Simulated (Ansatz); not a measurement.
**BH3F (doublet): one geometry, many settings at distance B1–H4 along a hydrogen transfer = 1.240 Å**

Aim: run BH3F (doublet) at one geometry under a spread of methods and options, and see what each costs and gives.

Computed with Ansatz 0.2.0, Gaussian basis. Level: the settings change from run to run.

14 further runs of the same task are left out: 9 for a known fault of the program, 4 that didn't finish, 1 set aside as unsound or not needed.

## (1) The geometry

The geometry derives from fragments relaxed apart (PBE0/def2-TZVP) and kept rigid, so it is no stationary point. A hydrogen atom is moved between rigid fragments.

5 atoms, charge 0, spin multiplicity 2.

Atoms are counted from 1 here; the program's logs count them from 0.

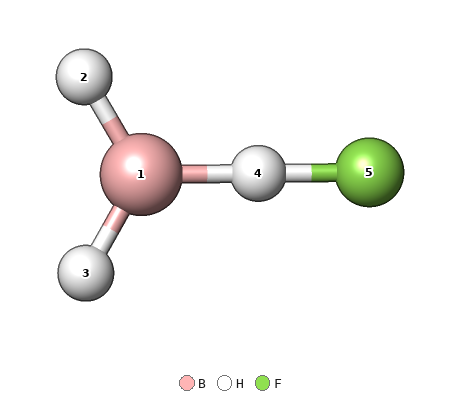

The structure; boron pink, hydrogen white, fluorine green; atoms are numbered from 1 in the order of the file.

## (2) CISD/6-31G*

in.yaml reads:

```yaml
crystal:
  periodic: [false, false, false]
  atoms:
    - {symbol: B, position_ang: [-1.400564, 0.000000, 0.000000]}
    - {symbol: H, position_ang: [-1.997298, 1.033571, 0.000000]}
    - {symbol: H, position_ang: [-1.997298, -1.033571, 0.000000]}
    - {symbol: H, position_ang: [-0.160564, 0.000000, 0.000000]}
    - {symbol: F, position_ang: [1.017436, 0.000000, 0.000000]}
basis:
  gaussian: {orbitals: "6-31G*"}
magnetization: {spin_polarized: false, initial_magnetization: 1}
correlation: {active_space: {ras: {orbitals: [8, 1, 27], electrons: 17, max_holes: 2, max_particles: 2}, fixed_orbitals: true}}
```

The run is started by

```
> ansatz run in.yaml --threads 1 --pin off --events-out ev --progress --plain --max-ram 2393MiB
```

Standard output:

```text
Functional definition: HF
  name "HF"
  cite "Fock, Z. Phys. 61, 126 (1930) doi:10.1007/BF01340294"
  parent pbe
  exchange = exact_x
  correlation = 0
360 factors; integrals over basis functions are off by at most 7.0e-4 eV
mean field evaluation 1: about -3417.9619 eV, gradient 2.7e1 eV
mean field evaluation 2: about -3417.9787 eV, gradient 2.7e1 eV
mean field evaluation 4: about -3420.4964 eV, gradient 3.1e0 eV
mean field evaluation 8: about -3420.6023 eV, gradient 1.2e0 eV
mean field evaluation 16: about -3417.8303 eV, gradient 1.6e1 eV
mean field evaluation 32: about -3418.6277 eV, gradient 6.9e-1 eV
mean field -3420.63818746 eV, -125.7061347974 hartree, gradient 4.0e-6 eV, S^2 0.750000; 4 other end points of the search recorded, 0 dependent functions left out
reference -3420.63818746 eV, -125.7061347974 hartree; 9, 8 occupied and 27, 28 virtual orbitals, 360 factors
state -3427.71164618 eV, -125.9660796107 hartree
Total energy: -3427.71164618 eV, -125.9660796107 hartree
```

Wall time 3.4 s (1 thread of Arm Neoverse V2, shared host).

From the report: 35,267 determinants.

## (3) CCSD on ROHF/def2-SVP

in.yaml, as its differences from that of step 2:

```diff
@@ -9,4 +9,5 @@
 basis:
-  gaussian: {orbitals: "6-31G*"}
+  gaussian: {orbitals: def2-SVP}
 magnetization: {spin_polarized: false, initial_magnetization: 1}
-correlation: {active_space: {ras: {orbitals: [8, 1, 27], electrons: 17, max_holes: 2, max_particles: 2}, fixed_orbitals: true}}
+correlation: {method: ccsd, electrons: all}
+accuracy: high
```

Same command.

Standard output, shortened:

```text
Functional definition: HF
  name "HF"
  cite "Fock, Z. Phys. 61, 126 (1930) doi:10.1007/BF01340294"
  parent pbe
[...]
872 factors; integrals over basis functions are off by at most 3.5e-9 eV
[...]
mean field -3418.00728112 eV, -125.6094507725 hartree, gradient 4.5e-8 eV, S^2 0.750000; 4 other end points of the search recorded, 0 dependent functions left out
[...]
determinant -3418.00728112 eV, -125.6094507725 hartree, with singles and doubles -3426.58400105 eV, -125.9246394165 hartree
determinant -3415.89842941 eV, -125.5319519016 hartree, with singles and doubles -3423.57863713 eV, -125.8141943296 hartree
determinant -3415.87494622 eV, -125.5310889104 hartree, with singles and doubles -3423.54989046 eV, -125.8131379091 hartree
reference -3418.00728112 eV, -125.6094507725 hartree; 9, 8 occupied and 34, 35 virtual orbitals, 872 factors
second order -7.73534175 eV of doubles, -0.18771454 eV of singles
cycle   1  -8.57645293 eV  change    2.7e-4 eV  update   9.4e-4
[...]
cycle  18  -8.57654771 eV  change  -3.0e-10 eV  update   1.4e-9
Total energy: -3426.58382882 eV, -125.9246330874 hartree
```

It took 4.8 s on 1 thread of Arm Neoverse V2, shared host.

From the report: correlation -8.5765 eV; T1 0.019; largest double amplitude 0.04.

## (4) BCCD(T)/cc-pVDZ

in.yaml, as its differences from that of step 3:

```diff
@@ -9,5 +9,5 @@
 basis:
-  gaussian: {orbitals: def2-SVP}
-magnetization: {spin_polarized: false, initial_magnetization: 1}
-correlation: {method: ccsd, electrons: all}
-accuracy: high
+  gaussian: {orbitals: cc-pVDZ}
+magnetization: {spin_polarized: true, initial_magnetization: 1}
+hamiltonian: {xc: {name: B3LYP}}
+correlation: {method: bccd_t, electrons: all}
```

The command is unchanged.

Standard output, shortened:

```text
Functional definition: B3LYP
  name "B3LYP"
  cite "Stephens, Devlin, Chabalowski & Frisch, J. Phys. Chem. 98, 11623 (1994) doi:10.1021/j100096a001"
  cite "Becke, Phys. Rev. A 38, 3098 (1988) doi:10.1103/PhysRevA.38.3098"
  cite "Lee, Yang & Parr, Phys. Rev. B 37, 785 (1988) doi:10.1103/PhysRevB.37.785"
  cite "Vosko, Wilk & Nusair, Can. J. Phys. 58, 1200 (1980) doi:10.1139/p80-159"
[...]
386 factors; integrals over basis functions are off by at most 1.4e-3 eV
[...]
mean field -3438.41404280 eV, -126.3593854320 hartree, gradient 2.4e-6 eV, S^2 0.753946; 0 other end points of the search recorded, 0 dependent functions left out
reference -3420.96345282 eV, -125.7180880787 hartree; 9, 8 occupied and 34, 35 virtual orbitals, 386 factors
second order -7.97128796 eV of doubles, -0.25320055 eV of singles
cycle   1  -8.39760840 eV  change   -1.7e-1 eV  update   6.9e-2
[...]
cycle  10  -8.67794555 eV  change    1.1e-5 eV  update   1.7e-5
perturbative correction -0.14418531 eV, -0.0052987125 hartree
Total energy: -3429.78558368 eV, -126.0422954080 hartree
```

Wall time 2 s (1 thread of Arm Neoverse V2, shared host).

From the report: ⟨S²⟩ of the determinant 0.754 (pure doublet: 0.75); correlation -8.8221 eV; largest double amplitude 0.04.

## (5) BCCD(T) on ROHF/def2-SVP

in.yaml, as its differences from that of step 4:

```diff
@@ -9,5 +9,5 @@
 basis:
-  gaussian: {orbitals: cc-pVDZ}
-magnetization: {spin_polarized: true, initial_magnetization: 1}
-hamiltonian: {xc: {name: B3LYP}}
-correlation: {method: bccd_t, electrons: all}
+  gaussian: {orbitals: def2-SVP}
+magnetization: {spin_polarized: false, initial_magnetization: 1}
+correlation: {method: bccd_t, electrons: outside_noble_gas}
+output: {forces: true}
```

The command is unchanged.

Standard output, shortened:

```text
Functional definition: HF
  name "HF"
  cite "Fock, Z. Phys. 61, 126 (1930) doi:10.1007/BF01340294"
  parent pbe
[...]
428 factors; integrals over basis functions are off by at most 1.3e-3 eV
[...]
mean field -3418.00726459 eV, -125.6094501651 hartree, gradient 2.6e-6 eV, S^2 0.750000; 4 other end points of the search recorded, 0 dependent functions left out
[...]
determinant -3418.00726459 eV, -125.6094501651 hartree, with singles and doubles -3426.48090294 eV, -125.9208506309 hartree
determinant -3415.89841285 eV, -125.5319512932 hartree, with singles and doubles -3423.47481942 eV, -125.8103790993 hartree
determinant -3415.87493108 eV, -125.5310883539 hartree, with singles and doubles -3423.44609527 eV, -125.8093235062 hartree
2 core orbitals not correlated: weight in the atoms' cores, before any rotation towards them, 1.000 or more for the frozen orbitals, at most 0.000 for the correlated occupied ones
reference -3418.00726459 eV, -125.6094501651 hartree; 7, 6 occupied and 34, 35 virtual orbitals, 428 factors
second order -7.62341719 eV of doubles, -0.18738377 eV of singles
cycle   1  -8.46732314 eV  change    6.3e-3 eV  update   5.1e-3
[...]
cycle  11  -8.46608697 eV  change   -4.7e-7 eV  update   9.8e-7
perturbative correction -0.13899771 eV, -0.0051080717 hartree
[...]
Total energy: -3426.61234927 eV, -125.9256811945 hartree
Atom 0 at    -1.400564     0.000000     0.000000 Å, force    -2.761926     0.000000    -0.000000 eV/Å
Atom 1 at    -1.997298     1.033571     0.000000 Å, force     0.246875     0.344419     0.000000 eV/Å
Atom 2 at    -1.997298    -1.033571     0.000000 Å, force     0.246875    -0.344419    -0.000000 eV/Å
Atom 3 at    -0.160564     0.000000     0.000000 Å, force     2.630256     0.000000     0.000000 eV/Å
Atom 4 at     1.017436     0.000000     0.000000 Å, force    -0.362080    -0.000000    -0.000000 eV/Å
Dipole moment:    -0.481887     0.000000     0.000000 e Å
```

It took 6 s on 1 thread of Arm Neoverse V2, shared host.

From the report: correlation -8.6051 eV; largest double amplitude 0.04.

## (6) The runs in one table

| level | correlated | functions | energy (eV) | time |
| --- | --- | --- | --- | --- |
| CISD/6-31G* | all | 36 | -3427.7116 | 3.4 s |
| CCSD on ROHF/def2-SVP | all | 43 | -3426.5838 | 4.8 s |
| BCCD(T)/cc-pVDZ (on B3LYP orbitals) | all | 43 | -3429.7856 | 2 s |
| BCCD(T) on ROHF/def2-SVP | outside noble gas | 43 | -3426.6123 | 6 s |

## (7) Results

| quantity | value |
| --- | --- |
| runs | 4 |
| quickest | BCCD(T)/cc-pVDZ (on B3LYP orbitals), 2 s |
| slowest | BCCD(T) on ROHF/def2-SVP, 6 s |

What this shows: Total energies in different bases, with other cores or another treatment of relativity can't be set against each other. BCCD(T) on ROHF/def2-SVP took 3 times as long as BCCD(T)/cc-pVDZ (on B3LYP orbitals); the jobs differ in more than the method.
